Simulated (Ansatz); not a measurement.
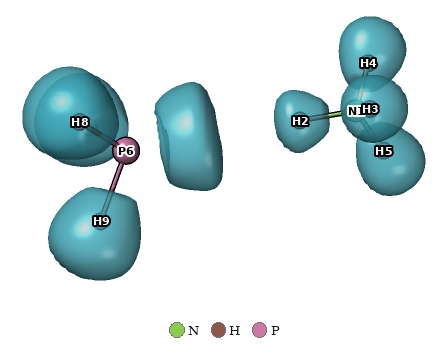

Figure. NH₄···PH₃ (charge +1). Isosurface of the ELF at 0.9 (cyan), seen at an oblique angle. Core shells and regions of very low density are left out.

Geometry: rigid move from PBE0-D4/def2-TZVP.

All numbers below come from RKS PBE0-D4/def2-TZVPPD in Ansatz.

The calculation's input:

```
crystal:
  periodic: [false, false, false]
  atoms:
    - {symbol: N, position_ang: [0.058416, -0.245642, -1.673843]}
    - {symbol: H, position_ang: [0.022225, -0.089944, -0.615022]}
    - {symbol: H, position_ang: [-0.863479, -0.523174, -2.012814]}
    - {symbol: H, position_ang: [0.731747, -0.981346, -1.891054]}
    - {symbol: H, position_ang: [0.341826, 0.617304, -2.139477]}
    - {symbol: P, position_ang: [-0.092414, 0.390848, 2.662117]}
    - {symbol: H, position_ang: [1.084011, 0.241558, 3.425958]}
    - {symbol: H, position_ang: [-0.940960, -0.414979, 3.449733]}
    - {symbol: H, position_ang: [-0.493708, 1.646632, 3.163806]}
basis:
  gaussian: {orbitals: "def2-TZVPPD.json"}
total_charge: 1
hamiltonian: {xc: pbe0, dispersion: d4}
output: {orbitals: {seedname: orbitals}}
```

Run with:

```sh
ansatz run in.yaml --threads 2 --pin off --events-out ev --progress --plain --max-ram 5222MiB
```

### Identify the bonds, lone pairs and shells in this picture.

The surface consists of seven regions around hydrogen nuclei and one lobe on P, pointing away from the bonds (lone pairs). Profiles from the grid: P6···H2 (3.31 Å): the ELF dips to about 0.05 between them: a non-bonded, intermolecular contact. N–H (1.02 Å): the ELF climbs to about 1 towards the hydrogen, as it does in any bond to H; a covalent bond by its length.
